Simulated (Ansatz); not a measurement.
# Ga2F (doublet): wB97M-V, B2PLYP, RPA-PBE over vertical spin and charge gaps and displaced geometries, cc-pVDZ

How well do these functionals follow the top wave-function level for Ga2F (doublet) over vertical spin and charge gaps and displaced geometries?

Computed with Ansatz 0.2.0, Gaussian basis. Level: cc-pVDZ, all electrons in the functionals, frozen cores in the correlation of double hybrids and RPA.

Plan: wB97M-V, B2PLYP, RPA-PBE, at charge 0, doublet; charge 0, quartet; charge 1, singlet; charge 1, triplet; displaced geometry v1; displaced geometry v2.

29 further runs of the same task are left out: 8 for a known fault of the program, 10 that didn't finish, 11 set aside as unsound or not needed.

### 1 What is computed

The geometry is a PBE0/def2-TZVP stationary point (not a proven minimum). No spin-orbit coupling is included. The filled d shell of Ga may be among the frozen orbitals whatever the setting's name suggests; the logs give the count.

3 atoms, charge 0, spin multiplicity 2.

Atoms are counted from 1 here; the program's logs count them from 0.

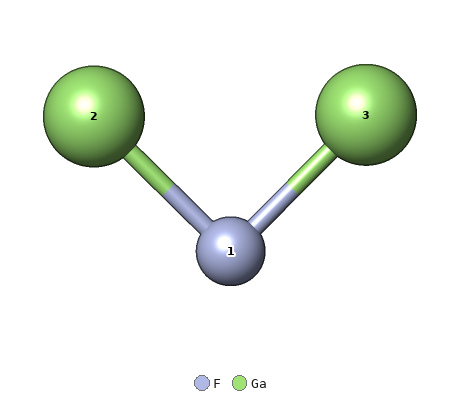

The structure; fluorine light blue, gallium green; atoms are numbered from 1 in the order of the file.

No dispersion term is added; wB97M-V holds VV10 nonlocal correlation.

The geometry shown and the zero of energy belong to the point charge 0, doublet. The yardstick, UCCSDT(Q), and other wave-function levels (R restricted, U unrestricted, valence and pair active spaces) come from earlier runs.

### 2 wB97M-V, charge 0, doublet

The input, in.yaml:

```yaml
crystal:
  periodic: [false, false, false]
  atoms:
    - {symbol: F, position_ang: [0.000000, -1.257606, 0.000000]}
    - {symbol: Ga, position_ang: [0.000000, 0.171339, 1.432973]}
    - {symbol: Ga, position_ang: [0.000000, 0.171339, -1.432973]}
basis:
  gaussian: {orbitals: cc-pVDZ}
magnetization: {spin_polarized: true, initial_magnetization: 1}
hamiltonian: {xc: {name: wB97M-V}}
output: {orbitals: {seedname: orbitals}}
```

On the command line:

```sh
> ansatz run in.yaml --threads 1 --pin off --events-out ev --progress --plain --max-ram 2393MiB
```

Log:

```text
Functional definition: wB97M-V
  name "wB97M-V"
  cite "Mardirossian & Head-Gordon, J. Chem. Phys. 144, 214110 (2016) doi:10.1063/1.4952647"
  cite "Becke, J. Chem. Phys. 107, 8554 (1997) doi:10.1063/1.475007"
  cite "Vydrov & Van Voorhis, J. Chem. Phys. 133, 244103 (2010) doi:10.1063/1.3521275"
  # Of w^i u^j: cxij and so on, Table III.
  parameter omega = 0.3/bohr
  parameter cx = 0.15
  parameter cx01 = 1.007
  parameter cx10 = 0.259
  parameter css00 = 0.443
  parameter css04 = -1.437
  parameter css10 = -4.535
  parameter css20 = -3.390
  parameter css43 = 4.278
  parameter cos00 = 1.000
  parameter cos10 = 1.358
  parameter cos20 = 2.924
  parameter cos21 = -8.812
  parameter cos60 = -1.390
  parameter cos61 = 9.142
  parameter b = 6.0
  parameter c = 0.01
  gx(w, u) = 1 - cx + cx01*u + cx10*w
  gss(w, u) = css00 + css04*u^4 + css10*w + css20*w^2 + css43*w^4*u^3
  gos(w, u) = cos00 + cos10*w + (cos20 + cos21*u)*w^2 + (cos60 + cos61*u)*w^6
  exchange = spin_sum(e_x_unif_sr(omega)*gx(b97_w, b97_u_x)) + cx*exact_x_sr(omega) + exact_x_lr(omega)
  correlation = spin_sum(e_c_pw_mod_same_spin*gss(b97_w, b97_u_same))
      + integral(e_c_pw_mod_opposite_spin*gos(b97_w_opposite, b97_u_opposite)) + vv10(b, c)
783 factors; integrals over basis functions are off by at most 6.0e-4 eV
184 factors; integrals over basis functions are off by at most 1.0e-5 eV
mean field evaluation 1: about -107463.9006 eV, gradient 2.4e1 eV
mean field evaluation 2: about -107461.5736 eV, gradient 3.9e1 eV
mean field evaluation 4: about -107466.2212 eV, gradient 2.9e-1 eV
mean field evaluation 8: about -107466.2382 eV, gradient 4.5e-2 eV
mean field evaluation 16: about -107466.2383 eV, gradient 2.6e-4 eV
mean field -107466.23830170 eV, -3949.3114143550 hartree, gradient 2.4e-5 eV, S^2 0.759166; 1 other end points of the search recorded, 0 dependent functions left out
reference -107466.23833872 eV, -3949.3114157155 hartree; 36, 35 occupied and 32, 33 virtual orbitals, 783 factors
Total energy: -107466.23833872 eV, -3949.3114157155 hartree
```

Run time: 20 s. Hardware: 1 thread of Arm Neoverse V2, shared host; peak memory 0.34 GiB.

From the report: ⟨S²⟩ of the determinant 0.759 (pure doublet: 0.75).

### 3 wB97M-V, charge 0, quartet

Changes to in.yaml since step 2:

```diff
@@ -8,3 +8,3 @@
   gaussian: {orbitals: cc-pVDZ}
-magnetization: {spin_polarized: true, initial_magnetization: 1}
+magnetization: {spin_polarized: true, initial_magnetization: 3}
 hamiltonian: {xc: {name: wB97M-V}}
```

Same command.

Log:

```text
Functional definition: wB97M-V
  name "wB97M-V"
  cite "Mardirossian & Head-Gordon, J. Chem. Phys. 144, 214110 (2016) doi:10.1063/1.4952647"
  cite "Becke, J. Chem. Phys. 107, 8554 (1997) doi:10.1063/1.475007"
  cite "Vydrov & Van Voorhis, J. Chem. Phys. 133, 244103 (2010) doi:10.1063/1.3521275"
  # Of w^i u^j: cxij and so on, Table III.
  parameter omega = 0.3/bohr
  parameter cx = 0.15
  parameter cx01 = 1.007
  parameter cx10 = 0.259
  parameter css00 = 0.443
  parameter css04 = -1.437
  parameter css10 = -4.535
  parameter css20 = -3.390
  parameter css43 = 4.278
  parameter cos00 = 1.000
  parameter cos10 = 1.358
  parameter cos20 = 2.924
  parameter cos21 = -8.812
  parameter cos60 = -1.390
  parameter cos61 = 9.142
  parameter b = 6.0
  parameter c = 0.01
  gx(w, u) = 1 - cx + cx01*u + cx10*w
  gss(w, u) = css00 + css04*u^4 + css10*w + css20*w^2 + css43*w^4*u^3
  gos(w, u) = cos00 + cos10*w + (cos20 + cos21*u)*w^2 + (cos60 + cos61*u)*w^6
  exchange = spin_sum(e_x_unif_sr(omega)*gx(b97_w, b97_u_x)) + cx*exact_x_sr(omega) + exact_x_lr(omega)
  correlation = spin_sum(e_c_pw_mod_same_spin*gss(b97_w, b97_u_same))
      + integral(e_c_pw_mod_opposite_spin*gos(b97_w_opposite, b97_u_opposite)) + vv10(b, c)
783 factors; integrals over basis functions are off by at most 6.0e-4 eV
184 factors; integrals over basis functions are off by at most 1.0e-5 eV
mean field evaluation 1: about -107460.6201 eV, gradient 2.0e1 eV
mean field evaluation 2: about -107459.4081 eV, gradient 3.0e1 eV
mean field evaluation 4: about -107462.2702 eV, gradient 6.9e-1 eV
mean field evaluation 8: about -107462.2984 eV, gradient 8.3e-2 eV
mean field evaluation 16: about -107462.2987 eV, gradient 3.7e-4 eV
mean field evaluation 32: about -107462.5236 eV, gradient 2.3e-5 eV
mean field -107462.52358156 eV, -3949.1749009076 hartree, gradient 2.3e-5 eV, S^2 3.756288; 6 other end points of the search recorded, 0 dependent functions left out
reference -107462.52361598 eV, -3949.1749021724 hartree; 37, 34 occupied and 31, 34 virtual orbitals, 783 factors
Total energy: -107462.52361598 eV, -3949.1749021724 hartree
```

Run time: 43 s. Hardware: 1 thread of Arm Neoverse V2, shared host; peak memory 0.35 GiB.

From the report: ⟨S²⟩ of the determinant 3.756 (pure quartet: 3.75).

From charge 0, doublet: +3.715 eV.

### 4 wB97M-V, charge 1, singlet

Changes to in.yaml since step 3:

```diff
@@ -8,4 +8,4 @@
   gaussian: {orbitals: cc-pVDZ}
-magnetization: {spin_polarized: true, initial_magnetization: 3}
+total_charge: 1
 hamiltonian: {xc: {name: wB97M-V}}
-output: {orbitals: {seedname: orbitals}}
+output: {forces: true, orbitals: {seedname: orbitals}}
```

Same command.

Log:

```text
Functional definition: wB97M-V
  name "wB97M-V"
  cite "Mardirossian & Head-Gordon, J. Chem. Phys. 144, 214110 (2016) doi:10.1063/1.4952647"
  cite "Becke, J. Chem. Phys. 107, 8554 (1997) doi:10.1063/1.475007"
  cite "Vydrov & Van Voorhis, J. Chem. Phys. 133, 244103 (2010) doi:10.1063/1.3521275"
  # Of w^i u^j: cxij and so on, Table III.
  parameter omega = 0.3/bohr
  parameter cx = 0.15
  parameter cx01 = 1.007
  parameter cx10 = 0.259
  parameter css00 = 0.443
  parameter css04 = -1.437
  parameter css10 = -4.535
  parameter css20 = -3.390
  parameter css43 = 4.278
  parameter cos00 = 1.000
  parameter cos10 = 1.358
  parameter cos20 = 2.924
  parameter cos21 = -8.812
  parameter cos60 = -1.390
  parameter cos61 = 9.142
  parameter b = 6.0
  parameter c = 0.01
  gx(w, u) = 1 - cx + cx01*u + cx10*w
  gss(w, u) = css00 + css04*u^4 + css10*w + css20*w^2 + css43*w^4*u^3
  gos(w, u) = cos00 + cos10*w + (cos20 + cos21*u)*w^2 + (cos60 + cos61*u)*w^6
  exchange = spin_sum(e_x_unif_sr(omega)*gx(b97_w, b97_u_x)) + cx*exact_x_sr(omega) + exact_x_lr(omega)
  correlation = spin_sum(e_c_pw_mod_same_spin*gss(b97_w, b97_u_same))
      + integral(e_c_pw_mod_opposite_spin*gos(b97_w_opposite, b97_u_opposite)) + vv10(b, c)
783 factors; integrals over basis functions are off by at most 6.0e-4 eV
184 factors; integrals over basis functions are off by at most 1.0e-5 eV
mean field evaluation 1: about -107447.4366 eV, gradient 8.4e1 eV
mean field evaluation 2: about -107359.5663 eV, gradient 2.2e2 eV
mean field evaluation 4: about -107460.2596 eV, gradient 2.1e0 eV
mean field evaluation 8: about -107460.2862 eV, gradient 1.4e-1 eV
mean field evaluation 16: about -107460.2863 eV, gradient 4.0e-5 eV
mean field -107460.28634454 eV, -3949.0926839638 hartree, gradient 4.0e-5 eV, S^2 0.000000; 0 other end points of the search recorded, 0 dependent functions left out
the calculation of the forces begins
reference -107460.28638606 eV, -3949.0926854894 hartree; 35, 35 occupied and 33, 33 virtual orbitals, 783 factors
Total energy: -107460.28638606 eV, -3949.0926854894 hartree
Atom 0 at     0.000000    -1.257606     0.000000 Å, force     0.000000     0.816957     0.000000 eV/Å
Atom 1 at     0.000000     0.171339     1.432973 Å, force     0.000000    -0.408478     0.980354 eV/Å
Atom 2 at     0.000000     0.171339    -1.432973 Å, force    -0.000000    -0.408478    -0.980354 eV/Å
Dipole moment:    -0.000000     0.316141     0.000000 e Å
```

Run time: 10 s. Hardware: 1 thread of Arm Neoverse V2, shared host.

From charge 0, doublet: +5.952 eV.

### 5 wB97M-V, charge 1, triplet

Changes to in.yaml since step 4:

```diff
@@ -9,3 +9,4 @@
 total_charge: 1
+magnetization: {spin_polarized: true, initial_magnetization: 2}
 hamiltonian: {xc: {name: wB97M-V}}
-output: {forces: true, orbitals: {seedname: orbitals}}
+output: {orbitals: {seedname: orbitals}}
```

Same command.

Log:

```text
Functional definition: wB97M-V
  name "wB97M-V"
  cite "Mardirossian & Head-Gordon, J. Chem. Phys. 144, 214110 (2016) doi:10.1063/1.4952647"
  cite "Becke, J. Chem. Phys. 107, 8554 (1997) doi:10.1063/1.475007"
  cite "Vydrov & Van Voorhis, J. Chem. Phys. 133, 244103 (2010) doi:10.1063/1.3521275"
  # Of w^i u^j: cxij and so on, Table III.
  parameter omega = 0.3/bohr
  parameter cx = 0.15
  parameter cx01 = 1.007
  parameter cx10 = 0.259
  parameter css00 = 0.443
  parameter css04 = -1.437
  parameter css10 = -4.535
  parameter css20 = -3.390
  parameter css43 = 4.278
  parameter cos00 = 1.000
  parameter cos10 = 1.358
  parameter cos20 = 2.924
  parameter cos21 = -8.812
  parameter cos60 = -1.390
  parameter cos61 = 9.142
  parameter b = 6.0
  parameter c = 0.01
  gx(w, u) = 1 - cx + cx01*u + cx10*w
  gss(w, u) = css00 + css04*u^4 + css10*w + css20*w^2 + css43*w^4*u^3
  gos(w, u) = cos00 + cos10*w + (cos20 + cos21*u)*w^2 + (cos60 + cos61*u)*w^6
  exchange = spin_sum(e_x_unif_sr(omega)*gx(b97_w, b97_u_x)) + cx*exact_x_sr(omega) + exact_x_lr(omega)
  correlation = spin_sum(e_c_pw_mod_same_spin*gss(b97_w, b97_u_same))
      + integral(e_c_pw_mod_opposite_spin*gos(b97_w_opposite, b97_u_opposite)) + vv10(b, c)
783 factors; integrals over basis functions are off by at most 6.0e-4 eV
184 factors; integrals over basis functions are off by at most 1.0e-5 eV
mean field evaluation 1: about -107444.1875 eV, gradient 5.8e1 eV
mean field evaluation 2: about -107364.3011 eV, gradient 1.5e2 eV
mean field evaluation 4: about -107456.5966 eV, gradient 1.9e0 eV
mean field evaluation 8: about -107456.6453 eV, gradient 1.7e-1 eV
mean field evaluation 16: about -107456.6468 eV, gradient 7.3e-4 eV
mean field evaluation 32: about -107456.1855 eV, gradient 1.8e0 eV
mean field -107456.64675465 eV, -3948.9589315023 hartree, gradient 1.0e-5 eV, S^2 2.008712; 2 other end points of the search recorded, 0 dependent functions left out
reference -107456.64679425 eV, -3948.9589329576 hartree; 36, 34 occupied and 32, 34 virtual orbitals, 783 factors
Total energy: -107456.64679425 eV, -3948.9589329576 hartree
```

Wall time 27 s (1 thread of Arm Neoverse V2, shared host); peak memory 0.36 GiB.

From the report: ⟨S²⟩ of the determinant 2.009 (pure triplet: 2.00).

From charge 0, doublet: +9.592 eV.

### 6 wB97M-V, displaced geometry v1

The input, in.yaml:

```yaml
crystal:
  periodic: [false, false, false]
  atoms:
    - {symbol: F, position_ang: [-0.020373, -1.269498, 0.028568]}
    - {symbol: Ga, position_ang: [-0.021206, 0.143304, 1.450387]}
    - {symbol: Ga, position_ang: [0.026758, 0.202614, -1.458172]}
basis:
  gaussian: {orbitals: cc-pVDZ}
magnetization: {spin_polarized: true, initial_magnetization: 1}
hamiltonian: {xc: {name: wB97M-V}}
output: {forces: true, orbitals: {seedname: orbitals}}
```

Same command.

Log:

```text
Functional definition: wB97M-V
  name "wB97M-V"
  cite "Mardirossian & Head-Gordon, J. Chem. Phys. 144, 214110 (2016) doi:10.1063/1.4952647"
  cite "Becke, J. Chem. Phys. 107, 8554 (1997) doi:10.1063/1.475007"
  cite "Vydrov & Van Voorhis, J. Chem. Phys. 133, 244103 (2010) doi:10.1063/1.3521275"
  # Of w^i u^j: cxij and so on, Table III.
  parameter omega = 0.3/bohr
  parameter cx = 0.15
  parameter cx01 = 1.007
  parameter cx10 = 0.259
  parameter css00 = 0.443
  parameter css04 = -1.437
  parameter css10 = -4.535
  parameter css20 = -3.390
  parameter css43 = 4.278
  parameter cos00 = 1.000
  parameter cos10 = 1.358
  parameter cos20 = 2.924
  parameter cos21 = -8.812
  parameter cos60 = -1.390
  parameter cos61 = 9.142
  parameter b = 6.0
  parameter c = 0.01
  gx(w, u) = 1 - cx + cx01*u + cx10*w
  gss(w, u) = css00 + css04*u^4 + css10*w + css20*w^2 + css43*w^4*u^3
  gos(w, u) = cos00 + cos10*w + (cos20 + cos21*u)*w^2 + (cos60 + cos61*u)*w^6
  exchange = spin_sum(e_x_unif_sr(omega)*gx(b97_w, b97_u_x)) + cx*exact_x_sr(omega) + exact_x_lr(omega)
  correlation = spin_sum(e_c_pw_mod_same_spin*gss(b97_w, b97_u_same))
      + integral(e_c_pw_mod_opposite_spin*gos(b97_w_opposite, b97_u_opposite)) + vv10(b, c)
784 factors; integrals over basis functions are off by at most 6.5e-4 eV
185 factors; integrals over basis functions are off by at most 1.1e-5 eV
mean field evaluation 1: about -107463.8132 eV, gradient 2.5e1 eV
mean field evaluation 2: about -107461.2810 eV, gradient 4.0e1 eV
mean field evaluation 4: about -107466.2064 eV, gradient 3.0e-1 eV
mean field evaluation 8: about -107466.2237 eV, gradient 4.6e-2 eV
mean field evaluation 16: about -107466.2238 eV, gradient 3.6e-4 eV
mean field -107466.22377687 eV, -3949.3108805773 hartree, gradient 2.6e-5 eV, S^2 0.758840; 1 other end points of the search recorded, 0 dependent functions left out
the calculation of the forces begins
reference -107466.22381402 eV, -3949.3108819426 hartree; 36, 35 occupied and 32, 33 virtual orbitals, 784 factors
Total energy: -107466.22381402 eV, -3949.3108819426 hartree
Atom 0 at    -0.020373    -1.269498     0.028568 Å, force     0.008654     0.367987    -0.178234 eV/Å
Atom 1 at    -0.021206     0.143304     1.450387 Å, force     0.000697    -0.095130    -0.135367 eV/Å
Atom 2 at     0.026758     0.202614    -1.458172 Å, force    -0.009351    -0.272857     0.313601 eV/Å
Dipole moment:     0.003433     0.206178    -0.012337 e Å
```

It took 21 s on 1 thread of Arm Neoverse V2, shared host; peak memory 0.34 GiB.

From the report: ⟨S²⟩ of the determinant 0.759 (pure doublet: 0.75).

From charge 0, doublet: +0.015 eV.

### 7 wB97M-V, displaced geometry v2

The input, in.yaml:

```yaml
crystal:
  periodic: [false, false, false]
  atoms:
    - {symbol: F, position_ang: [0.111388, -1.250708, -0.006604]}
    - {symbol: Ga, position_ang: [-0.053486, 0.186611, 1.437963]}
    - {symbol: Ga, position_ang: [0.023134, 0.154187, -1.436163]}
basis:
  gaussian: {orbitals: cc-pVDZ}
magnetization: {spin_polarized: true, initial_magnetization: 1}
hamiltonian: {xc: {name: wB97M-V}}
output: {orbitals: {seedname: orbitals}}
```

Same command.

Log:

```text
Functional definition: wB97M-V
  name "wB97M-V"
  cite "Mardirossian & Head-Gordon, J. Chem. Phys. 144, 214110 (2016) doi:10.1063/1.4952647"
  cite "Becke, J. Chem. Phys. 107, 8554 (1997) doi:10.1063/1.475007"
  cite "Vydrov & Van Voorhis, J. Chem. Phys. 133, 244103 (2010) doi:10.1063/1.3521275"
  # Of w^i u^j: cxij and so on, Table III.
  parameter omega = 0.3/bohr
  parameter cx = 0.15
  parameter cx01 = 1.007
  parameter cx10 = 0.259
  parameter css00 = 0.443
  parameter css04 = -1.437
  parameter css10 = -4.535
  parameter css20 = -3.390
  parameter css43 = 4.278
  parameter cos00 = 1.000
  parameter cos10 = 1.358
  parameter cos20 = 2.924
  parameter cos21 = -8.812
  parameter cos60 = -1.390
  parameter cos61 = 9.142
  parameter b = 6.0
  parameter c = 0.01
  gx(w, u) = 1 - cx + cx01*u + cx10*w
  gss(w, u) = css00 + css04*u^4 + css10*w + css20*w^2 + css43*w^4*u^3
  gos(w, u) = cos00 + cos10*w + (cos20 + cos21*u)*w^2 + (cos60 + cos61*u)*w^6
  exchange = spin_sum(e_x_unif_sr(omega)*gx(b97_w, b97_u_x)) + cx*exact_x_sr(omega) + exact_x_lr(omega)
  correlation = spin_sum(e_c_pw_mod_same_spin*gss(b97_w, b97_u_same))
      + integral(e_c_pw_mod_opposite_spin*gos(b97_w_opposite, b97_u_opposite)) + vv10(b, c)
784 factors; integrals over basis functions are off by at most 6.1e-4 eV
185 factors; integrals over basis functions are off by at most 1.1e-5 eV
mean field evaluation 1: about -107463.8951 eV, gradient 2.5e1 eV
mean field evaluation 2: about -107461.5618 eV, gradient 3.9e1 eV
mean field evaluation 4: about -107466.2200 eV, gradient 2.9e-1 eV
mean field evaluation 8: about -107466.2370 eV, gradient 4.5e-2 eV
mean field evaluation 16: about -107466.2371 eV, gradient 3.1e-4 eV
mean field -107466.23709133 eV, -3949.3113698746 hartree, gradient 2.3e-5 eV, S^2 0.759077; 1 other end points of the search recorded, 0 dependent functions left out
reference -107466.23712836 eV, -3949.3113712355 hartree; 36, 35 occupied and 32, 33 virtual orbitals, 784 factors
Total energy: -107466.23712836 eV, -3949.3113712355 hartree
```

Run time: 19 s. Hardware: 1 thread of Arm Neoverse V2, shared host; peak memory 0.34 GiB.

From the report: ⟨S²⟩ of the determinant 0.759 (pure doublet: 0.75).

From charge 0, doublet: +0.001 eV.

### 8 B2PLYP, charge 0, doublet

The input, in.yaml:

```yaml
crystal:
  periodic: [false, false, false]
  atoms:
    - {symbol: F, position_ang: [0.000000, -1.257606, 0.000000]}
    - {symbol: Ga, position_ang: [0.000000, 0.171339, 1.432973]}
    - {symbol: Ga, position_ang: [0.000000, 0.171339, -1.432973]}
basis:
  gaussian: {orbitals: cc-pVDZ}
magnetization: {spin_polarized: true, initial_magnetization: 1}
hamiltonian: {xc: {name: B2PLYP}}
correlation: {electrons: outside_noble_gas}
```

Launched as before.

Log:

```text
Functional definition: B2PLYP
  name "B2PLYP"
  cite "Grimme, J. Chem. Phys. 124, 034108 (2006) doi:10.1063/1.2148954"
  cite "Becke, Phys. Rev. A 38, 3098 (1988) doi:10.1103/PhysRevA.38.3098"
  cite "Lee, Yang & Parr, Phys. Rev. B 37, 785 (1988) doi:10.1103/PhysRevB.37.785"
  parameter a = 0.53
  parameter c = 0.27
  exchange = (1 - a)*b88_x + a*exact_x
  correlation = (1 - c)*lyp_c + c*(mp2_os + mp2_ss)
783 factors; integrals over basis functions are off by at most 6.0e-4 eV
mean field evaluation 1: about -107443.3334 eV, gradient 2.3e1 eV
mean field evaluation 2: about -107443.3450 eV, gradient 2.3e1 eV
mean field evaluation 4: about -107445.3242 eV, gradient 7.7e-1 eV
mean field evaluation 8: about -107445.3392 eV, gradient 3.9e-2 eV
mean field evaluation 16: about -107445.3393 eV, gradient 9.4e-5 eV
mean field -107445.33926555 eV, -3948.5433889424 hartree, gradient 2.0e-6 eV, S^2 0.764618; 2 other end points of the search recorded, 0 dependent functions left out
29 core orbitals not correlated, not the lowest: weight in the atoms' cores, before any rotation towards them, 0.985 or more for the frozen orbitals, at most 0.016 for the correlated occupied ones
reference -107445.33939307 eV, -3948.5433936284 hartree; 7, 6 occupied and 32, 33 virtual orbitals, 783 factors
second order -9.33667710 eV of doubles, -0.00000000 eV of singles
Total energy: -107447.86029588 eV, -3948.6360350982 hartree
```

It took 5.5 s on 1 thread of Arm Neoverse V2, shared host.

From the report: ⟨S²⟩ of the determinant 0.765 (pure doublet: 0.75).

### 9 B2PLYP, charge 0, quartet

Changes to in.yaml since step 8:

```diff
@@ -8,3 +8,3 @@
   gaussian: {orbitals: cc-pVDZ}
-magnetization: {spin_polarized: true, initial_magnetization: 1}
+magnetization: {spin_polarized: true, initial_magnetization: 3}
 hamiltonian: {xc: {name: B2PLYP}}
```

The command is unchanged.

Log:

```text
Functional definition: B2PLYP
  name "B2PLYP"
  cite "Grimme, J. Chem. Phys. 124, 034108 (2006) doi:10.1063/1.2148954"
  cite "Becke, Phys. Rev. A 38, 3098 (1988) doi:10.1103/PhysRevA.38.3098"
  cite "Lee, Yang & Parr, Phys. Rev. B 37, 785 (1988) doi:10.1103/PhysRevB.37.785"
  parameter a = 0.53
  parameter c = 0.27
  exchange = (1 - a)*b88_x + a*exact_x
  correlation = (1 - c)*lyp_c + c*(mp2_os + mp2_ss)
783 factors; integrals over basis functions are off by at most 6.0e-4 eV
mean field evaluation 1: about -107440.1743 eV, gradient 1.9e1 eV
mean field evaluation 2: about -107440.1925 eV, gradient 1.9e1 eV
mean field evaluation 4: about -107441.6401 eV, gradient 1.6e0 eV
mean field evaluation 8: about -107441.6861 eV, gradient 7.4e-2 eV
mean field evaluation 16: about -107441.6862 eV, gradient 5.7e-4 eV
mean field evaluation 32: about -107441.9392 eV, gradient 5.4e-2 eV
mean field -107441.93935141 eV, -3948.4184444023 hartree, gradient 3.7e-6 eV, S^2 3.759342; 4 other end points of the search recorded, 0 dependent functions left out
29 core orbitals not correlated, not the lowest: weight in the atoms' cores, before any rotation towards them, 0.994 or more for the frozen orbitals, at most 0.017 for the correlated occupied ones
reference -107441.93947616 eV, -3948.4184489865 hartree; 8, 5 occupied and 31, 34 virtual orbitals, 783 factors
second order -8.91260409 eV of doubles, -0.00000000 eV of singles
Total energy: -107444.34587926 eV, -3948.5068826695 hartree
```

It took 11 s on 1 thread of Arm Neoverse V2, shared host.

From the report: ⟨S²⟩ of the determinant 3.759 (pure quartet: 3.75).

From charge 0, doublet: +3.514 eV.

(Part 1 of 2 ends here.)
